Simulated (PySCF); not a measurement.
# B2O3 (boron oxide): CAM-B3LYP/6-31G(d) (spherical functions)

Aim: the vertical ionisation energy of B2O3 (boron oxide) at CAM-B3LYP/6-31G* (spherical functions), from 2 runs. Input form: a Python script.

The results are computed with PySCF 2.14.0.

## (1) The system as given

B2O3 has 5 atoms, charge 0, and is taken as a singlet. As SMILES, `O=BOB=O`. The coordinates come from a GFN2-xTB relaxation.

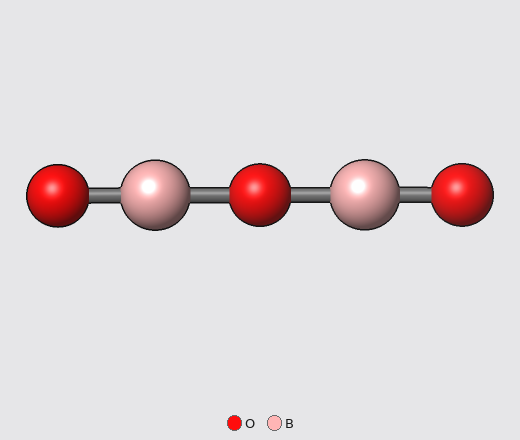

The structure, seen from a chosen angle (oxygen red, boron pink).

## (2) The energy at CAM-B3LYP/6-31G(d) (spherical functions)

calc.py

```python
from pyscf import gto, dft

mol = gto.M(
    atom='''
O       -0.951530       0.213240      -2.280750
B       -0.493950       0.113000      -1.181890
O       -0.000100       0.000590       0.000160
B        0.493420      -0.108740       1.182470
O        0.952160      -0.218090       2.280010
''',
    basis='6-31g*',
    verbose=4,
    max_memory=1860,
)

calc0 = dft.RKS(mol, xc='cam-b3lyp')
calc0.grids.level = 8
calc0.conv_tol = 1e-10
calc0.kernel()
if not calc0.converged:
    calc0 = calc0.newton().run(calc0.mo_coeff, calc0.mo_occ)

e_final = calc0.e_tot
print('E = %.10f Eh' % e_final)
```

Started as:

```sh
OMP_NUM_THREADS=1 python calc.py
```

Output:

```text
PySCF version 2.14.0

[INPUT] num. atoms = 5
[INPUT] num. electrons = 34
[INPUT] charge = 0
[INPUT] spin (= nelec alpha-beta = 2S) = 0
[INPUT] symmetry False subgroup None
[INPUT] Mole.unit = angstrom
[INPUT] Symbol           X                Y                Z      unit          X                Y                Z       unit  Magmom
[INPUT]  1 O     -0.951530000000   0.213240000000  -2.280750000000 AA   -1.798131099307   0.402965198802  -4.309992858602 Bohr   0.0
[INPUT]  2 B     -0.493950000000   0.113000000000  -1.181890000000 AA   -0.933430219229   0.213539052076  -2.233448409362 Bohr   0.0
[INPUT]  3 O     -0.000100000000   0.000590000000   0.000160000000 AA   -0.000188972612   0.001114938413   0.000302356180 Bohr   0.0
[INPUT]  4 B      0.493420000000  -0.108740000000   1.182470000000 AA    0.932428664383  -0.205488818785   2.234544450514 Bohr   0.0
[INPUT]  5 O      0.952160000000  -0.218090000000   2.280010000000 AA    1.799321626766  -0.412130370506   4.308594461270 Bohr   0.0

nuclear repulsion = 118.87910471653
number of shells = 30
number of NR pGTOs = 135
number of NR cGTOs = 70
basis = 6-31g*
ecp = {}

******** <class 'pyscf.dft.rks.RKS'> ********
method = RKS
initial guess = minao
damping factor = 0
level_shift factor = 0
DIIS = <class 'pyscf.scf.diis.CDIIS'>
diis_start_cycle = 1
diis_space = 8
diis_damp = 0
SCF conv_tol = 1e-10
SCF conv_tol_grad = None
SCF max_cycles = 50
direct_scf = True
direct_scf_tol = 1e-13
XC library pyscf.dft.libxc version 7.0.0
    S. Lehtola, C. Steigemann, M. J.T. Oliveira, and M. A.L. Marques.,  SoftwareX 7, 1–5 (2018)
XC functionals = cam-b3lyp
    T. Yanai, D. P. Tew, and N. C. Handy.,  Chem. Phys. Lett. 393, 51 (2004)
radial grids:
    Treutler-Ahlrichs [JCP 102, 346 (1995); DOI:10.1063/1.469408] (M4) radial grids

becke partition: Becke, JCP 88, 2547 (1988); DOI:10.1063/1.454033
pruning grids: <function nwchem_prune>
grids dens level: 8
symmetrized grids: False
atomic radii adjust function: <function treutler_atomic_radii_adjust>
small_rho_cutoff = 0
Set gradient conv threshold to 1e-05
Initial guess from minao.
tot grids = 479856
init E= -276.194514656538
  HOMO = -0.488233755072592  LUMO = -0.0407164747653703  gap/eV = 12.17757
cycle= 1 E= -275.100419556593  delta_E= 1.09  |g|= 1.23  |ddm|= 2.79
  HOMO = -0.270322262723223  LUMO = 0.0265971701722072  gap/eV = 8.07959
cycle= 2 E= -274.400648707326  delta_E=  0.7  |g|= 2.28  |ddm|= 2.01
  HOMO = -0.402346644100541  LUMO = 0.0588304259131855  gap/eV = 12.54927
cycle= 3 E= -275.412730454549  delta_E= -1.01  |g|= 0.235  |ddm|= 1.35
  HOMO = -0.410510538307686  LUMO = 0.0454630117267874  gap/eV = 12.40767
cycle= 4 E= -275.421797209057  delta_E= -0.00907  |g|= 0.0864  |ddm|= 0.162
  HOMO = -0.412024530400329  LUMO = 0.0484771399263919  gap/eV = 12.53089
cycle= 5 E= -275.423085026577  delta_E= -0.00129  |g|= 0.00989  |ddm|= 0.0473
  HOMO = -0.41194972603791  LUMO = 0.0498441987302947  gap/eV = 12.56605
cycle= 6 E= -275.423111022609  delta_E= -2.6e-05  |g|= 0.00117  |ddm|= 0.0118
  HOMO = -0.412172305178356  LUMO = 0.0496184167009406  gap/eV = 12.56597
cycle= 7 E= -275.423111671748  delta_E= -6.49e-07  |g|= 0.00023  |ddm|= 0.00258
  HOMO = -0.412132803877115  LUMO = 0.0496478414527779  gap/eV = 12.56569
cycle= 8 E= -275.423111693999  delta_E= -2.23e-08  |g|= 3.96e-05  |ddm|= 0.000478
  HOMO = -0.412136462348042  LUMO = 0.0496421329067496  gap/eV = 12.56564
cycle= 9 E= -275.423111694663  delta_E= -6.64e-10  |g|= 3.1e-05  |ddm|= 0.00011
  HOMO = -0.41213679804251  LUMO = 0.0496421308870252  gap/eV = 12.56564
cycle= 10 E= -275.423111694835  delta_E= -1.72e-10  |g|= 7.02e-06  |ddm|= 2.11e-05
  HOMO = -0.412137044500669  LUMO = 0.0496424014736849  gap/eV = 12.56566
cycle= 11 E= -275.423111694847  delta_E= -1.18e-11  |g|= 1.27e-06  |ddm|= 8.55e-06
  HOMO = -0.412136791976293  LUMO = 0.049642406917723  gap/eV = 12.56565
Extra cycle  E= -275.423111694846  delta_E= 1.59e-12  |g|= 1.78e-06  |ddm|= 1.8e-06
converged SCF energy = -275.423111694846
E = -275.4231116948 Eh
```

Wall time 29 s (1 thread of Arm Neoverse V1, shared host); peak memory 0.37 GiB.

## (3) The doublet cation at the same level

geometry.xyz

```xyz
5

O     -0.951530     0.213240    -2.280750
B     -0.493950     0.113000    -1.181890
O     -0.000100     0.000590     0.000160
B      0.493420    -0.108740     1.182470
O      0.952160    -0.218090     2.280010
```

run.py

```python
from pyscf import gto, dft

molecule = gto.M(
    atom='geometry.xyz',
    charge=1,
    verbose=4,
    spin=1,
    basis='6-31g*',
    max_memory=1860,
)

calc0 = dft.UKS(molecule, xc='cam-b3lyp')
calc0.conv_tol = 1e-10
calc0.grids.level = 8
calc0.kernel()
if not calc0.converged:
    calc0 = calc0.newton().run(calc0.mo_coeff, calc0.mo_occ)

energy = calc0.e_tot
print('Final energy', energy)
```

Started as:

```sh
OMP_NUM_THREADS=1 python run.py
```

Output:

```text
PySCF version 2.14.0

[INPUT] num. atoms = 5
[INPUT] num. electrons = 33
[INPUT] charge = 1
[INPUT] spin (= nelec alpha-beta = 2S) = 1
[INPUT] symmetry False subgroup None
[INPUT] Mole.unit = angstrom
[INPUT] Symbol           X                Y                Z      unit          X                Y                Z       unit  Magmom
[INPUT]  1 O     -0.951530000000   0.213240000000  -2.280750000000 AA   -1.798131099307   0.402965198802  -4.309992858602 Bohr   0.0
[INPUT]  2 B     -0.493950000000   0.113000000000  -1.181890000000 AA   -0.933430219229   0.213539052076  -2.233448409362 Bohr   0.0
[INPUT]  3 O     -0.000100000000   0.000590000000   0.000160000000 AA   -0.000188972612   0.001114938413   0.000302356180 Bohr   0.0
[INPUT]  4 B      0.493420000000  -0.108740000000   1.182470000000 AA    0.932428664383  -0.205488818785   2.234544450514 Bohr   0.0
[INPUT]  5 O      0.952160000000  -0.218090000000   2.280010000000 AA    1.799321626766  -0.412130370506   4.308594461270 Bohr   0.0

nuclear repulsion = 118.87910471653
number of shells = 30
number of NR pGTOs = 135
number of NR cGTOs = 70
basis = 6-31g*
ecp = {}

[... 33 lines left out ...]
WARN: beta  nocc = 16  HOMO -0.488233770641835 >= LUMO -0.488233755072593
[... 1 line left out ...]
WARN: HOMO -0.488233755072592 >= LUMO -0.488233755072593
[... 54 lines left out ...]
converged SCF energy = -274.961814045886  <S^2> = 0.7857965  2S+1 = 2.0354818
Final energy -274.9618140458859
```

Wall time 55 s (1 thread of Arm Neoverse V1, shared host); peak memory 0.39 GiB.

## (4) What came out

Level: CAM-B3LYP/6-31G* (spherical functions).

| quantity | value |
| --- | --- |
| singlet B2O3: total energy | -275.42311 Eh |
| singlet B2O3: dipole moment | 0.03 D |
| singlet B2O3: HOMO energy | -11.21 eV |
| singlet B2O3: LUMO energy | 1.35 eV |
| singlet B2O3: HOMO–LUMO gap | 12.57 eV |
| doublet cation: total energy | -274.96181 Eh |
| doublet cation: HOMO energy (highest over α and β) | -17.32 eV |
| doublet cation: LUMO energy (lowest over α and β) | -13.89 eV |
| doublet cation: ⟨S²⟩ | 0.786 |
| vertical ionisation energy (to the doublet cation) | 12.553 eV |

The vertical ionisation energy comes to 12.55 eV (1211 kJ/mol). The negative HOMO energy of the first species, 11.21 eV, lies 1.34 eV below that difference.
